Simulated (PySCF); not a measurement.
# Dy(OH)3: forces at shaken geometries

Aim: move all atoms of relaxed Dy(OH)3 at random and read energies and forces. It is a constructed species; whether it can be made isn't addressed.

Computed with PySCF 2.14.0. Level: PBE, Dy lcecp-1-SVP with ECP55, O def2-SVP, H def2-SVP; scalar-relativistic core potentials, no spin–orbit coupling.

4 further runs of the same task are left out: 2 for a known fault of the program, 2 that didn't finish.

## (1) Where the work starts

7 atoms, charge 0, spin multiplicity 1.

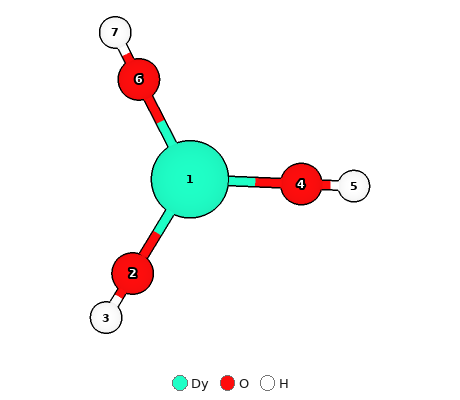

The geometry (dysprosium teal, oxygen red, hydrogen white); atoms are numbered from 1 in the order of the file.

As a file:

```
atom    x (Å)    y (Å)   z (Å)
 Dy1   0.0000   0.0000  0.0316
  O2   2.0530   0.0000  0.1241
  H3   3.0159   0.0000  0.2039
  O4  -1.0265   1.7780  0.1241
  H5  -1.5080   2.6118  0.2039
  O6  -1.0265  -1.7780  0.1241
  H7  -1.5079  -2.6118  0.2039
```

Formal oxidation states: Dy +3. Each metal's 9 4f electrons lie in its core potential, so multiplicities, spins and levels count the valence alone. An earlier session relaxed this geometry at PBE, Dy lcecp-1-SVP with ECP55, O def2-SVP, H def2-SVP (singlet, point group C3v).

Its energy there is -264.337005 Eh.

## (2) Atoms moved at random, σ = 0.15 Å

The input, run.py (the lines that set the calculation):

```python
mol = gto.M(atom='''
Dy     0.21929    -0.01546     0.08839
O      2.13612     0.06096     0.43654
H      2.90243     0.19192     0.01292
O     -0.98144     1.72050    -0.05615
H     -1.64514     2.38940     0.10266
O     -1.00292    -1.77033     0.15665
H     -1.62834    -2.57699     0.27453''',
    basis={'Dy': 'lcecp-1-SVP', 'O': 'def2-SVP', 'H': 'def2-SVP'},
    ecp={'Dy': 'lcecp-1-SVP'},
    charge=0, spin=0)
mf = dft.RKS(mol, xc='PBE')
mf.grids.atom_grid = (50, 194)  # f atoms: unpruned, at least (60, 302)
mf = mf.density_fit()  # fitting sets: Dy AutoAux, O def2-universal-JKFIT, H def2-universal-JKFIT
mf.conv_tol = 1e-08; mf.max_cycle = 55
mf.kernel(dm0)  # dm0: the density of the relaxed state
```

The run is started by

```bash
> OMP_NUM_THREADS=2 python run.py
```

## (3) Atoms moved at random, σ = 0.06 Å

The input, run.py (the lines that set the calculation):

```python
mol = gto.M(atom='''
Dy     0.01966     0.08170    -0.01298
O      2.05183     0.00992     0.15378
H      2.99648     0.05321     0.17444
O     -0.96068     1.72012     0.13363
H     -1.56713     2.59183     0.16054
O     -0.95242    -1.84677     0.12940
H     -1.58773    -2.61000     0.27672''',
    basis={'Dy': 'lcecp-1-SVP', 'O': 'def2-SVP', 'H': 'def2-SVP'},
    ecp={'Dy': 'lcecp-1-SVP'},
    charge=0, spin=0)
mf = dft.RKS(mol, xc='PBE')
mf.grids.atom_grid = (50, 194)  # f atoms: unpruned, at least (60, 302)
mf = mf.density_fit()  # fitting sets: Dy AutoAux, O def2-universal-JKFIT, H def2-universal-JKFIT
mf.conv_tol = 1e-08; mf.max_cycle = 55
mf.kernel(dm0)  # dm0: the density of the relaxed state
```

## (4) Atoms moved at random, σ = 0.15 Å

The input, run.py (the lines that set the calculation):

```python
mol = gto.M(atom='''
Dy    -0.09313    -0.05840    -0.05541
O      2.08163     0.00597    -0.00052
H      3.14722    -0.11577     0.20270
O     -1.12401     1.74175     0.10164
H     -1.59383     2.86302     0.30984
O     -1.08834    -1.86471     0.22417
H     -1.32953    -2.57185     0.23312''',
    basis={'Dy': 'lcecp-1-SVP', 'O': 'def2-SVP', 'H': 'def2-SVP'},
    ecp={'Dy': 'lcecp-1-SVP'},
    charge=0, spin=0)
mf = dft.RKS(mol, xc='PBE')
mf.grids.atom_grid = (50, 194)  # f atoms: unpruned, at least (60, 302)
mf = mf.density_fit()  # fitting sets: Dy AutoAux, O def2-universal-JKFIT, H def2-universal-JKFIT
mf.conv_tol = 1e-08; mf.max_cycle = 55
mf.kernel(dm0)  # dm0: the density of the relaxed state
```

Q: Predict the outcome of this session. Wanted: for each run, σ; energy rise; harmonic estimate −½ F·u; largest force component.

**Answer**, as computed:

| σ (Å) | energy rise (eV) | harmonic estimate −½ F·u (eV) | largest force component (eV/Å) |
| --- | --- | --- | --- |
| 0.15 | 0.820 | 0.339 | 5.42 |
| 0.06 | 0.578 | 0.590 | 5.87 |
| 0.15 | 3.726 | 3.871 | 25.12 |

Every displacement raises the energy. For a harmonic well the rise equals −½ F·u; the two differ by at most 59 % here (a move with σ = 0.15 Å), from anharmonicity, the grid and the small forces left at the relaxed point. The bases are small and lack diffuse functions. Spin–orbit coupling is left out.
